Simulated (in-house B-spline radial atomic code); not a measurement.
**Ce⁴⁺: starting-point dependence of G0W0 and RPA**

Question: which mean-field start gives which removal energy for Ce⁴⁺, before and after G0W0?

The numbers are computed with an in-house B-spline radial atomic code, version 1 (RPA, second order, AC-SOSEX and G0W0 (contour deformation) on a scalar-relativistic mean field, all electrons; no spin-orbit coupling, Breit or QED terms, no two-electron picture change), except any that are marked as measured or tabulated.

## Step 1: The atom as given

* element: cerium (Z = 58)
* charge: +4
* electrons: 54
* configuration: [Kr] 4d10 5s2 5p6
* Hamiltonian: scalar-relativistic (spin-free one-electron X2C), finite nucleus
* starts: Hartree-Fock, LDA (VWN5), PBE, PBE0, r2SCAN, HSE06, B3LYP, SCAN, TPSS, BHandHLYP, CAM-B3LYP, LC-ωPBE, ωB97X, PBEsol, BLYP, r2SCAN0, exchange-only LDA

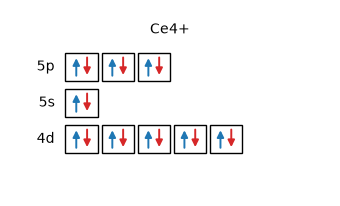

The shells outside the core, filled by Hund's rule for the drawing.

## Step 2: The run with the Hartree-Fock start

Settings of the run:

```ini
Z = 58
electrons = 54.0
configuration = [Kr] 4d10 5s2 5p6
hamiltonian = x2c
method = hf
lmax = 9
rms_radius = 4.8771
spin_polarised = False
box_radius = 11.96
intervals = 67
```

Command:

```console
$ python run_gw.py task.json out
```

The settings of every run stand in task.json; they run in order.

After this run come: The run with the LDA (VWN5) start; The run with the PBE start; The run with the PBE0 start; The run with the r2SCAN start; The run with the HSE06 start; The run with the B3LYP start; The run with the SCAN start; The run with the TPSS start; The run with the BHandHLYP start; The run with the CAM-B3LYP start; The run with the LC-ωPBE start; The run with the ωB97X start; The run with the PBEsol start; The run with the BLYP start; The run with the r2SCAN0 start; The run with the exchange-only LDA start.

**Question.** What will these runs give? Wanted: highest level, mean field; highest level, G0W0; RPA correlation energy; RPA+SOSEX.

As calculated:

| quantity | value |
| --- | --- |
| highest level, mean field (range over the runs) | -66.22 to -58.63 eV |
| highest level, G0W0 (range over the runs) | -67.22 to -66.62 eV |
| RPA correlation energy | -4.437 to -4.087 hartree |
| RPA+SOSEX | -3.1640 to -2.9135 hartree |
| semi-empirical ionisation energy (5p shell) | 65.550 ± 0.2 eV (NIST Atomic Spectra Database, ionization energies) |
| G0W0 removal energy less that value | +1.07 to +1.67 eV |

Across the starts the mean-field level varies by 7.60 eV and the G0W0 level by 0.60 eV (7.8 % as much). Starts without exact exchange bind the level too weakly, through self-interaction, and G0W0 pulls it down by 6.2 to 8.0 eV. RPA gives the most correlation on LDA (VWN5) and the least on Hartree-Fock (7.9 % apart); over the runs it loosely follows the gap of the start, as smaller excitation energies give more correlation. The semi-empirical ionisation energy is 65.550 ± 0.2 eV; G0W0 misses it by +1.1 eV at best (on PBEsol) and +1.7 eV at worst (on Hartree-Fock). Without spin-orbit coupling the level is the average over j, while the tabulated threshold takes the electron from j = 3/2, which is bound less; that pushes the computed values up by a part of the shell's splitting. Read as a removal energy, the bare PBE level is off by -5.49 eV (-8.4 %) and the nearest bare level, LC-ωPBE's, by -0.641 eV. Spin-orbit coupling, which splits the 5p shell strongly in so heavy an element, is left out.
